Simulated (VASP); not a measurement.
Band structure of TiAl (space group P4/mmm). Calculation: PBEsol GGA, VASP's PBE PAW potentials (set 64) (plane waves; VASP).

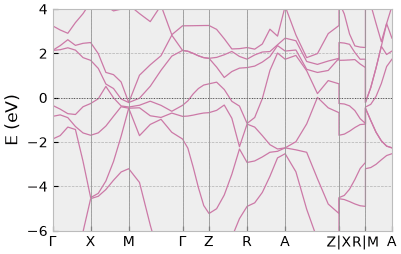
Fig. 1. Bands along high-symmetry lines, zero at the valence-band maximum or, without a gap, the Fermi level

Problem. Read the plot: is there a gap, and where are the band edges?

Solution. It has no gap at this level: it comes out as a metal or semimetal.

The structure is a typed TiAl crystal (P4/mmm). The cell was not relaxed at this level. The electron count is odd and the run is not spin-polarised, which forces a metal.
